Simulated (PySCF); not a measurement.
Run report: C₅H₁₆N₂Si₂, NMR shielding calculation

The run: NMR shielding calculation of C₅H₁₆N₂Si₂. Method and program: GIAO PBE0/pcSseg-1 NMR shielding, non-relativistic, gas phase (PySCF 2.14.0).

The geometry comes from this level: PBE0-D3(BJ)/def2-SVP. It belongs to a series of runs on one base structure; here: constitutional isomer. Figures and captions count atoms from 1; the log counts them from 0 in places.

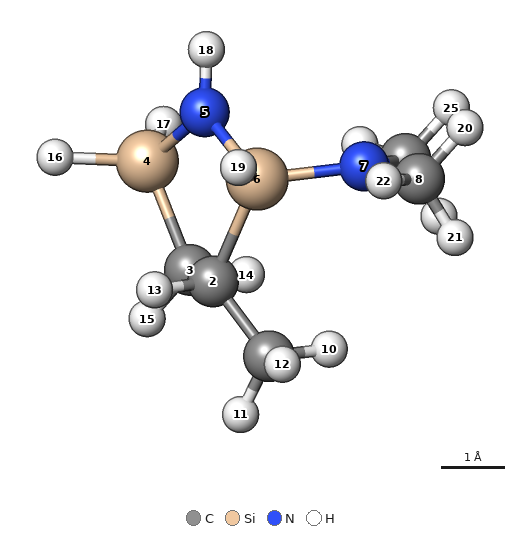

*The structure as given in the input (ball-and-stick view, seen at a tilt; atoms are numbered from 1 in the order of the input).*

Bond lengths as drawn: C–C 1.52 to 1.54 Å, C–H 1.10 to 1.11 Å, C–N 1.44 Å, C–Si 1.89 to 1.91 Å, H–N 1.01 Å, H–Si 1.50 Å and N–Si 1.74 to 1.75 Å.

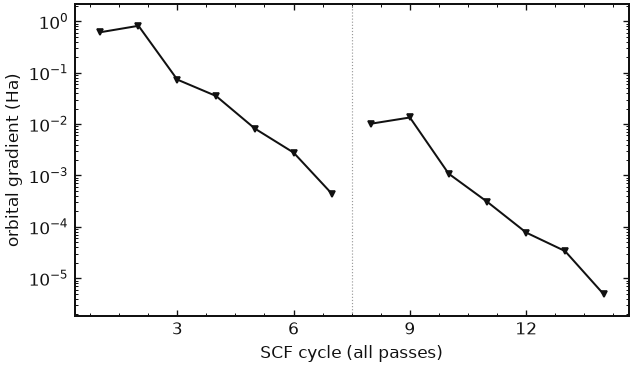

*Convergence of the self-consistent field: orbital gradient against the SCF cycle. The dotted line marks the change from a coarse to the final integration grid.*

The first 7 cycles use a coarse grid, the final grid takes over at cycle 8, and the field converges after 14 cycles in all.

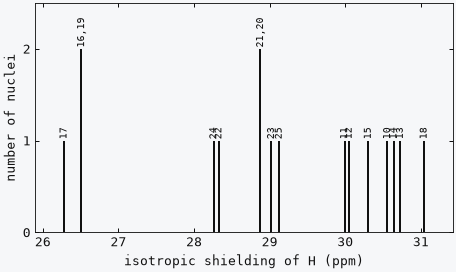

*Isotropic shieldings of the hydrogen nuclei in this fixed geometry, labelled by atom number; shielding grows to the right, so chemical shift grows to the left.*

The least shielded is H17 (26.3 ppm), the most shielded H18 (31.0 ppm).

These pictures come from the run below.

Input
```
{"job": {"kind": "nmr", "xc": "PBE0", "basis": "pcSseg-1"}, "charge": 0, "multiplicity": 1}
C     -1.820855    -1.757389     1.139940
C     -1.772945    -0.275216     0.785618
C     -2.443799     0.058876    -0.561834
Si    -1.884982     1.790899    -1.067072
N     -0.302983     1.777154    -0.329431
Si    -0.014161     0.456648     0.768295
N      1.259459    -0.580234     0.205131
C      2.141141    -1.289878     1.091627
C      1.332704    -0.995177    -1.170942
H     -1.267474    -2.358603     0.399641
H     -2.855882    -2.137217     1.166945
H     -1.369212    -1.957553     2.125363
H     -2.298998     0.293925     1.577106
H     -2.091819    -0.643420    -1.339665
H     -3.540722    -0.051245    -0.518659
H     -2.785118     2.863690    -0.528013
H     -1.817837     1.990046    -2.550856
H      0.393956     2.492804    -0.503549
H      0.418747     0.852759     2.145323
H      3.197322    -1.194890     0.770858
H      1.915191    -2.374479     1.144168
H      2.068230    -0.887136     2.113350
H      1.017527    -2.048322    -1.320560
H      0.691580    -0.356153    -1.796879
H      2.364881    -0.907313    -1.561941
```

The first line tells a small driver script what to run in PySCF; the rest is the geometry in Å.

Launch command:
```bash
OMP_NUM_THREADS=1 python <driver script> task.json out
```

Log
```
coarse grid: 20728 points
cycle   1  E = -887.9200761646  dE =  7.593e-01  |g| = 6.094e-01  |ddm| = 4.407e+00
cycle   2  E = -887.8516674335  dE =  6.841e-02  |g| = 8.165e-01  |ddm| = 1.325e+00
cycle   3  E = -888.0078949768  dE = -1.562e-01  |g| = 7.342e-02  |ddm| = 8.518e-01
cycle   4  E = -888.0088363991  dE = -9.414e-04  |g| = 3.519e-02  |ddm| = 9.795e-02
cycle   5  E = -888.0091175348  dE = -2.811e-04  |g| = 8.183e-03  |ddm| = 3.617e-02
cycle   6  E = -888.0091315485  dE = -1.401e-05  |g| = 2.782e-03  |ddm| = 1.040e-02
cycle   7  E = -888.0091332870  dE = -1.738e-06  |g| = 4.297e-04  |ddm| = 2.547e-03
final grid: 187832 points
cycle   8  E = -888.0574188800  dE = -4.512e-05  |g| = 1.017e-02  |ddm| = 3.406e-02
cycle   9  E = -888.0574011992  dE =  1.768e-05  |g| = 1.342e-02  |ddm| = 2.113e-02
cycle  10  E = -888.0574440068  dE = -4.281e-05  |g| = 1.081e-03  |ddm| = 1.235e-02
cycle  11  E = -888.0574442393  dE = -2.325e-07  |g| = 3.042e-04  |ddm| = 1.059e-03
cycle  12  E = -888.0574442585  dE = -1.916e-08  |g| = 7.718e-05  |ddm| = 3.265e-04
cycle  13  E = -888.0574442597  dE = -1.218e-09  |g| = 3.379e-05  |ddm| = 1.048e-04
cycle  14  E = -888.0574442600  dE = -2.537e-10  |g| = 4.853e-06  |ddm| = 3.017e-05
converged SCF energy = -888.0574442600

GIAO shielding tensors (ppm)
atom      isotropic    diamagn.    paramagn.     s11        s22        s33       span
  0 C      165.150     246.195     -81.045    152.656    158.328    184.466     31.810
  1 C      164.450     258.376     -93.927    161.747    162.369    169.233      7.486
  2 C      168.547     253.983     -85.436    154.242    164.080    187.320     33.078
  3 Si     376.231     879.885    -503.654    338.321    359.631    430.742     92.421
  4 N      236.850     327.234     -90.384    199.867    237.289    273.393     73.526
  5 Si     357.217     883.471    -526.254    331.310    358.894    381.447     50.137
  6 N      232.528     331.281     -98.753    207.686    224.901    264.999     57.313
  7 C      145.092     242.023     -96.930    119.906    131.331    184.040     64.135
  8 C      147.557     246.885     -99.328    121.768    139.306    181.598     59.829
  9 H       30.558      31.742      -1.184     26.242     30.280     35.151      8.909
 10 H       29.990      29.171       0.820     25.310     27.501     37.160     11.850
 11 H       30.051      30.368      -0.317     25.555     27.781     36.815     11.260
 12 H       30.728      33.907      -3.180     26.245     29.202     36.736     10.491
 13 H       30.642      33.372      -2.730     27.527     28.667     35.730      8.203
 14 H       30.304      30.277       0.026     25.626     27.295     37.990     12.365
 15 H       26.496      28.205      -1.709     22.860     23.653     32.975     10.115
 16 H       26.279      28.343      -2.065     22.970     23.781     32.086      9.116
 17 H       31.042      32.838      -1.796     22.715     26.956     43.456     20.740
 18 H       26.526      32.203      -5.677     22.865     24.906     31.806      8.941
 19 H       28.902      27.976       0.927     23.856     26.153     36.698     12.841
 20 H       28.853      28.698       0.155     23.460     27.361     35.738     12.278
 21 H       28.327      29.623      -1.296     24.030     26.768     34.183     10.153
 22 H       29.022      30.988      -1.966     24.145     27.446     35.475     11.329
 23 H       28.259      32.667      -4.408     23.160     29.720     31.896      8.736
 24 H       29.125      29.997      -0.872     24.672     26.018     36.685     12.013
```

Results in brief

```csv
quantity,value
outcome,converged
total energy,−888.057444 hartree
HOMO,−6.12 eV
LUMO,0.85 eV
dipole moment,0.87 D
"isotropic shielding, C",145.1 to 168.5 ppm
"isotropic shielding, Si",357.2 to 376.2 ppm
"isotropic shielding, N",232.5 to 236.8 ppm
"isotropic shielding, H",26.3 to 31.0 ppm
hardware,"1 CPU thread, shared host"
wall time,64 s
peak memory,1.2 GiB
```
